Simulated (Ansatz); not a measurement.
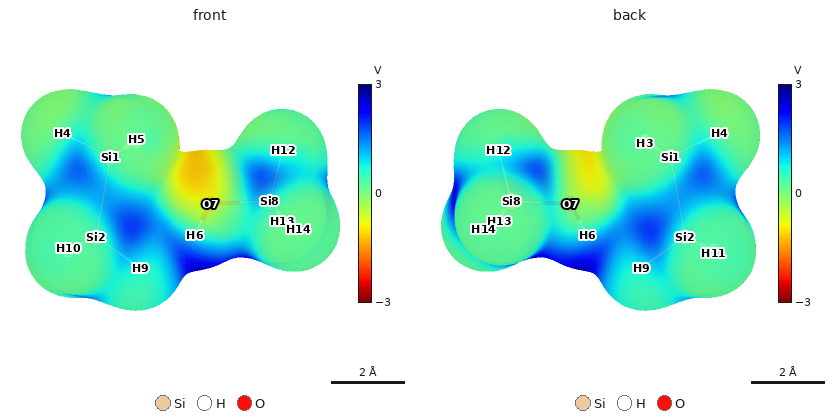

*H₆Si₂···H₄OSi. The electrostatic potential painted on the density surface at 0.004 e/bohr³, seen from the front and from behind; the colour scale runs from red (negative) to blue (positive).*

Not at a stationary point (largest force 1.2 eV/Å).

Method: RKS B3LYP-D4/def2-SVP (Ansatz).

```xyz
14

Si   -1.5453   -0.5506    1.1815
Si    0.4905   -0.3717    2.1442
H    -1.5502   -1.5571    0.0861
H    -2.4686   -1.0407    2.2564
H    -2.0589    0.7620    0.7048
H     1.0306    0.4461   -0.3980
O     0.3041    0.4889   -1.0371
Si    0.6473    0.6642   -2.6630
H     1.5928    0.0917    1.2387
H     0.4422    0.6022    3.2755
H     0.9290   -1.6926    2.6877
H    -0.6665    0.6998   -3.3555
H     1.4600   -0.4736   -3.1898
H     1.3929    1.9312   -2.9314
```

**Describe the electrostatic potential map.**

The most negative region (about −1.2 V, or −28 kcal/mol for a unit charge) lies over O7, the most positive (about +2.6 V, or +60 kcal/mol for a unit charge) over H6 and Si8. O7 is the likeliest acceptor of a hydrogen bond.
